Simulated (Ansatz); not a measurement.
# ScAl2Ru2, from a guessed structure to a relaxed one, part 2 of 2

Starting from a made-up structure for ScAl2Ru2, the aim is the relaxed cell, its shortest contacts and, where a second run follows, its electronic structure.

Ansatz 0.2.0; DFT, PBE, plane-wave PAW, files of the set soft_1, scalar-relativistic, no spin, cell and ions relaxed at zero pressure; PAW set soft_1 (the session's first sound run).

So far: Starting point; Relaxing cell and atoms. The relaxed cell has a = 4.378, c = 5.102 Å (conventional setting).

**3. Electronic structure of the relaxed cell**

With the geometry fixed, one more self-consistent run, with a narrower smearing and the mesh shown in its input, gives the bands, and its pressure, and its forces where symmetry allows any, show how far the geometry depends on these settings.

This step: DFT, PBE, plane-wave PAW, files of the set soft_1, scalar-relativistic, no spin, bands and density of states at the relaxed cell; PAW set soft_1 (Ansatz 0.2.0).

input.yaml

```yaml
crystal:
  lattice:
    - [4.3777552816, 0.0, 0.0]
    - [-2.1888776408, 3.7912472854, 0.0]
    - [0.0, 0.0, 5.1016005471]
  atoms:
    - { symbol: Ru, position: [0.6666666667, 0.3333333333, 0.832331471] }
    - { symbol: Ru, position: [0.3333333333, 0.6666666667, 0.167668529] }
    - { symbol: Sc, position: [0.0, 0.0, 0.0] }
    - { symbol: Al, position: [0.6666666667, 0.3333333333, 0.3434287418] }
    - { symbol: Al, position: [0.3333333333, 0.6666666667, 0.6565712582] }
kpoints:
  mp_grid: { grid: [8, 8, 6] }
  band_path:
    path:
      - [[0.0, 0.0, 0.0], [0.5, 0.0, 0.0], [0.33333333, 0.33333333, 0.0], [0.0, 0.0, 0.0], [0.0, 0.0, 0.5], [0.5, 0.0, 0.5], [0.33333333, 0.33333333, 0.5], [0.0, 0.0, 0.5]]
      - [[0.5, 0.0, 0.5], [0.5, 0.0, 0.0]]
      - [[0.33333333, 0.33333333, 0.0], [0.33333333, 0.33333333, 0.5]]
    npoints: 8
scf:
  occupations: { method: fermi_dirac, width: 0.03 }
  n_extra_bands: 9
hamiltonian:
  xc: pbe
  pseudopotentials: { kind: paw, azcp: { folder: soft_1 } }
output:
  forces: true
  stress: true
  write_bands: true
  dos: { projected: true }
  write_density: true
  write_potential: true
  elf: true
  volumetric_format: npy
```

Run with:

```console
ansatz run input.yaml --threads 4 --pin off --max-ram 8192MiB --backend cpu --events-out ev --progress --plain --runs-dir out
```

Numbers of over 12 decimals in the logs are rounded to 6 here.

The program printed:

```text
[...]
Crystal: 5 atoms, lattice volume = 84.672 Å³
Basis set: ecut = 420 eV, 1691 PW (Γ), exchange–correlation on 60×60×72 points (8 copies of the dense FFT grid, shifted against one another)
Bands: 34, of which v1, the nominal top of the filled ones, is band 25 counted from 1 (24 counted from 0)
Symmetry: 12 space group operations
[...]
k-points: 50 of 384
[...]
SCF iter   1: F=—  HF=-14974.966050 eV  |F-HF|=—  |Δ(HF+E_count)|=         —  Δρ=1.84e-1  dr2=5.07e1  ethr=3.10e-3  ⟨swp⟩=6.2  Hψ=6631  notcnv=0
[...]
SCF iter  10: F=-14970.184134 eV  HF=-14970.184134 eV  |F-HF|=5.37e-9  |Δ(HF+E_count)|=   7.15e-8  Δρ=2.79e-6  dr2=9.70e-9  ethr=2.04e-10  ⟨swp⟩=14.2  Hψ=10887  notcnv=0
SCF 1 converged in 10 iterations: F = -14970.184134 eV  dr2 = 9.70e-9
[...]
NSCF: frozen V_eff on 75 k-points
SCF converged after 10 iterations
Free energy (F): -14970.184134 eV
[...]
Internal energy: -14970.177695 eV  (E = F + TS)
E sigma→0 (E₀):  -14970.180915 eV
Entropy (-TS):   -0.006439 eV (-1.288 meV/atom)
Fermi energy:    12.408544 eV
[...]
--- Forces (eV/Å), atoms counted from 1 ---
  atom   1  Ru     0.00000000     0.00000000     0.04843891
  atom   2  Ru     0.00000000    -0.00000000    -0.04843891
  atom   3  Sc    -0.00000000    -0.00000000     0.00000000
  atom   4  Al    -0.00000000     0.00000000    -0.00947716
  atom   5  Al     0.00000000    -0.00000000     0.00947716
  max |Σ_I F_I| component: 2.31e-18 eV/Å
--- Stress (GPa, compression-positive) ---
        0.074429      -0.000000       0.000000
        0.000000       0.074429       0.000000
        0.000000       0.000000      -0.171906
  P = ⅓ Tr σ = -0.0077 GPa (-0.077 kbar)
--- Band table (eV; the first three rows and the last of 50) ---
  k-point 0: bands = [... 21 lower, 12.1126, 12.1206, 12.1206, 12.9423, 13.2187, 13.2187, 15.7954, 15.7954, ... 5 higher]
  k-point 1: bands = [... 21 lower, 11.7449, 12.1478, 12.1478, 13.3891, 13.3891, 13.5403, 15.7708, 15.7708, ... 5 higher]
  k-point 2: bands = [... 21 lower, 11.4536, 12.1404, 12.1404, 13.8229, 13.8229, 14.0536, 15.7351, 15.7351, ... 5 higher]
  k-point 49: bands = [... 21 lower, 11.3940, 11.7140, 12.0014, 12.2829, 12.8368, 13.2883, 14.9830, 15.1757, ... 5 higher]
```

The job ended after 7.5 s (4 threads of Arm Neoverse N1, shared host; peak memory 0.53 GiB; 28 s of CPU time).

This step gave:

- free energy: -14970.1841 eV
- energy at zero smearing: -14970.1809 eV
- smearing term TS: 0.006439 eV
- Fermi energy: 12.41 eV
- pressure: -0.007683 GPa

bands.tsv at the labelled points (eV, zero at the Fermi level; the bands that come nearest the Fermi level along the path):

```tsv
point	band 21	band 22	band 23	band 24	band 25	band 26	band 27	band 28
Γ	-1.77	-0.30	-0.29	-0.29	0.53	0.81	0.81	3.39
M	-1.62	-0.84	-0.54	-0.53	0.28	0.39	0.66	2.18
K	-1.48	-1.15	-1.15	-1.11	-0.43	0.81	0.81	3.01
Γ	-1.77	-0.30	-0.29	-0.29	0.53	0.81	0.81	3.39
A	-1.06	-1.06	-0.30	-0.30	1.69	1.69	1.80	3.33
L	-1.65	-1.16	-0.96	-0.77	-0.28	0.89	2.29	2.46
H	-1.98	-0.81	-0.62	-0.62	0.22	0.38	0.38	2.60
A	-1.06	-1.06	-0.30	-0.30	1.69	1.69	1.80	3.33
L	-1.65	-1.16	-0.96	-0.77	-0.28	0.89	2.29	2.46
M	-1.62	-0.84	-0.54	-0.53	0.28	0.39	0.66	2.18
K	-1.48	-1.15	-1.15	-1.11	-0.43	0.81	0.81	3.01
H	-1.98	-0.81	-0.62	-0.62	0.22	0.38	0.38	2.60
```

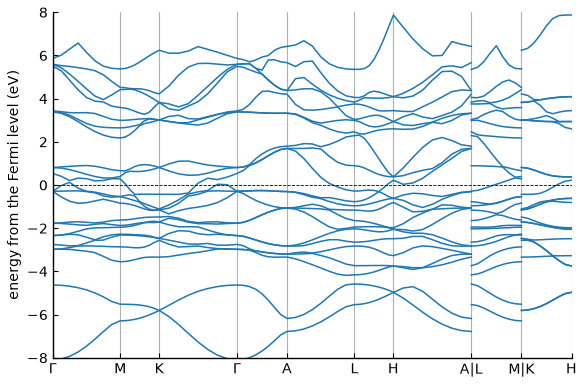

Bands along the path. 12 bands lie wholly below the window drawn.

States per cell as run, both spins, in windows of 1 eV, from dos.tsv (zero at the Fermi level):

```csv
from,to,total
-8,-7,0.43
-7,-6,1.10
-6,-5,1.44
-5,-4,1.12
-4,-3,3.54
-3,-2,6.25
-2,-1,5.27
-1,0,5.79
0,1,2.97
1,2,2.05
2,3,3.39
3,4,4.40
4,5,3.32
```

Below -8 eV lie 24.0 more states.

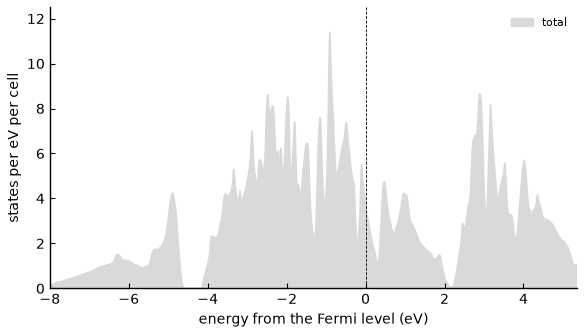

Total density of states, smoothed over about 0.04 eV.

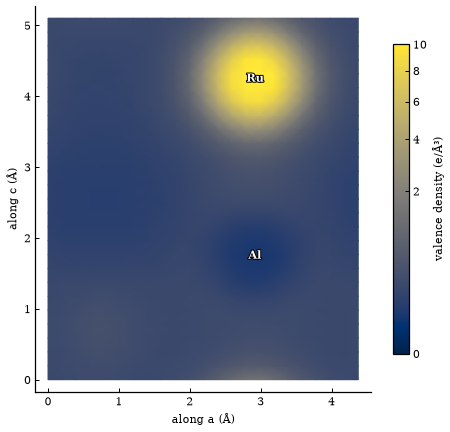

Valence density in the ac plane at fractional y = 0.333, with atoms of Ru and Al within 0.2 Å of it. It is the smooth field of the valence electrons, not physical close to the nuclei. The colour scale is stretched toward low values.

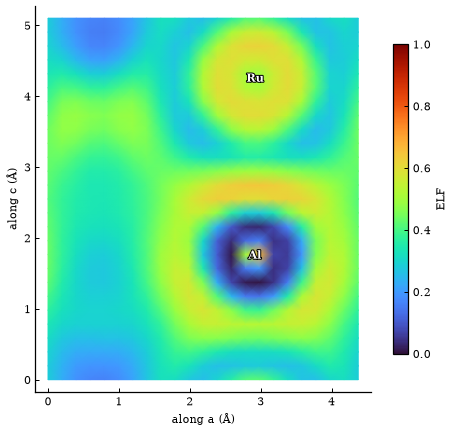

ELF in the ac plane at fractional y = 0.333, with atoms of Ru and Al within 0.2 Å of it. It is the smooth field of the valence electrons, not physical close to the nuclei.

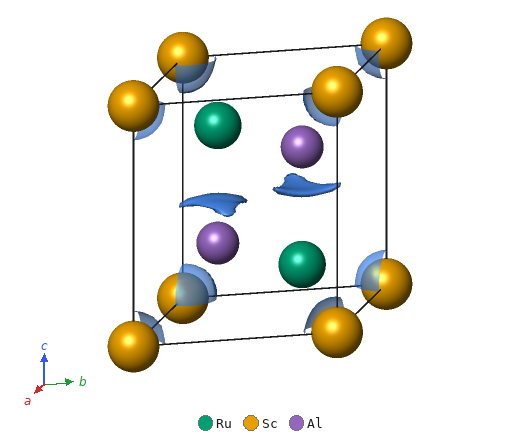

Surface of ELF = 0.63.

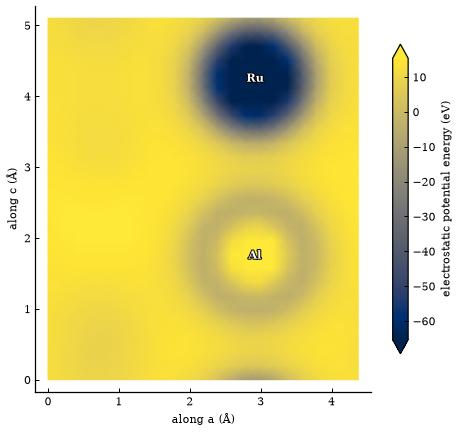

Electrostatic potential energy in the ac plane at fractional y = 0.333, with atoms of Ru and Al within 0.2 Å of it. With pseudopotentials it is smooth inside the atoms' cores, unlike the true potential.

**4. Results**

| Item | Value |
| --- | --- |
| space group, relaxed | P-3m1 |
| conventional cell | a = 4.378, b = 4.378, c = 5.102 Å; α = 90.0°, β = 90.0°, γ = 120.0° |
| volume per atom | 16.93 Å³ (guess 16.77) |

In words: ScAl2Ru2 relaxes to P-3m1 with a = 4.378, b = 4.378 and c = 5.102 Å. The guessed volume was near the relaxed one. The space group P-3m1 was held in the relaxation, so the end point is a stationary structure within it and may be a saddle against distortions or other arrangements. Bands cross the Fermi level, so it is a metal or semimetal at this level. The electron count is odd, which forces that without spin polarisation or a larger cell. On the 8×8×6 mesh with the narrower smearing (relaxed on 7×7×5) the largest force component is 0.048 eV/Å and the largest stress component is 0.172 GPa, against the relaxation's thresholds of 0.015 eV/Å and 0.05 GPa. The cutoff wasn't tested. No dispersion term is used, so weakly bound directions may come out too long. The runs have no spin, and magnetism wasn't tested. Nothing here tests whether the compound is stable against decomposition.

[Logs are printed without paths, hosts, clocks, repeated set-up lines and the standing remarks that a program may print on its own settings, such as how far it seeks lower states.]

[Hosts, paths, dates, database ids (printed as entryN), source tags and the programs' standing remarks are cut or masked in the printed files.]
